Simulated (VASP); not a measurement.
Band structure of ZrO2 (fluorite). Calculation: vdW-DF-cx, VASP's PBE PAW potentials (set 64) (plane waves; VASP).

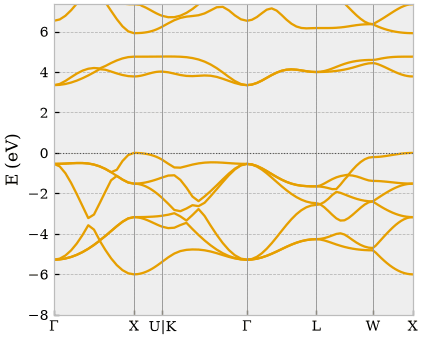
Bands along high-symmetry lines, zero at the valence-band maximum or, without a gap, the Fermi level

Q: Read the plot: is there a gap, and where are the band edges?

A: The gap is indirect, 3.35 eV, from the valence maximum at X to the conduction minimum at Γ. (Edges off the drawn lines would not show.)

The compound is ZrO2 in the fluorite structure, the high-temperature cubic form, which is unstable at 0 K; the monoclinic form is the stable one. It was relaxed first.
